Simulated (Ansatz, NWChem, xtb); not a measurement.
Ligand exchange: NaCl + CH5N → NaNH2 + CH3Cl

Species: NaCl, singlet; CH5N (methylamine) `CN`, singlet; NaNH2 `[NH2][Na]`, singlet; CH3Cl (chloromethane) `CCl`, singlet. The partners trade Cl for NH2: Na–Cl and C–NH2 bonds give way to Na–NH2 and C–Cl.

Shapes, held fixed at every level: PBE0-D4/def2-TZVP. Programs: Ansatz 0.2.0, NWChem 7.3.0, xtb 6.7.1. The zero-point and thermal change to 298 K, harmonic and unscaled (PBE0-D4/def2-TZVP), is -11.3 kJ/mol.

```
                             level                    kind  ΔH(298 K) (kJ/mol)  less CCSD(T)/def2-TZVPP
                          GFN2-xTB          semi-empirical              +236.7                    +41.1
B3LYP/6-31G* (spherical functions)           global hybrid              +213.8                    +18.2
               B3LYP-D4/def2-TZVPP           global hybrid              +194.2                     -1.4
                PBE0-D4/def2-TZVPP           global hybrid              +200.2                     +4.6
             r2SCAN0-D4/def2-TZVPP           global hybrid              +207.9                    +12.3
                wB97M-V/def2-TZVPP  range-separated hybrid              +197.0                     +1.4
                      MP2/def2-SVP     perturbation theory              +219.7                    +24.1
                  CCSD(T)/def2-SVP   coupled cluster or CI              +218.9                    +23.3
                CCSD(T)/def2-TZVPP   coupled cluster or CI              +195.6                      0.0
```

The highest level, CCSD(T)/def2-TZVPP, gives ΔH(298 K) = +195.6 kJ/mol; the levels span +194.2 to +236.7. The column of differences is taken from that level and isn't an error. No measured value is set beside it here. Correlated rows may include outer-core shells of Na, which these sets cover unevenly.

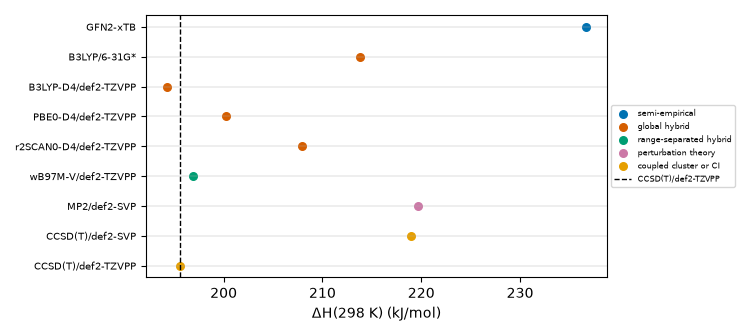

The values of the table, level by level.
